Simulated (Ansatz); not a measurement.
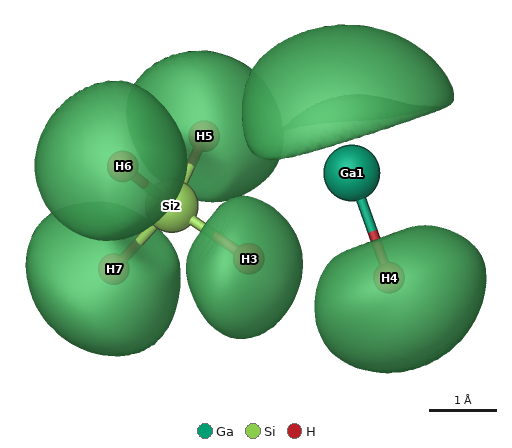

GaH···SiH4. Isosurface of the ELF at 0.75 (green), seen at a tilt. Core shells and regions of very low density are left out.

The product side of a reaction path; geometry: PBE0-D4/def2-TZVP.

Method: Ansatz 0.2.0, RKS PBE0-D4/def2-TZVPP.

Input

```
crystal:
  periodic: [false, false, false]
  atoms:
    - {symbol: Ga, position_ang: [-1.398275, -0.781355, 1.663823]}
    - {symbol: Si, position_ang: [0.775029, 0.464258, -0.425943]}
    - {symbol: H, position_ang: [-0.492741, -0.341176, -0.469246]}
    - {symbol: H, position_ang: [-2.408628, -1.492624, 0.531849]}
    - {symbol: H, position_ang: [1.809559, -0.278951, 0.331780]}
    - {symbol: H, position_ang: [0.505955, 1.779183, 0.202792]}
    - {symbol: H, position_ang: [1.209002, 0.650767, -1.835054]}
basis:
  gaussian: {orbitals: def2-TZVPP}
hamiltonian: {xc: pbe0, dispersion: d4}
output: {orbitals: {seedname: orbitals}}
```

Launched as:

```sh
ansatz run in.yaml --threads 2 --pin off --events-out ev --progress --plain --max-ram 4352MiB
```

Question: What do the ELF domains correspond to?

Answer: The ELF exceeds this value in five regions around hydrogen nuclei and one lobe on Ga, pointing away from the bonds (lone pairs).

Values along the shortest contacts:
Ga1···H3 (2.36 Å): the ELF climbs to about 1 towards the hydrogen. Si–H (1.48 Å): the ELF climbs to about 1 towards the hydrogen.
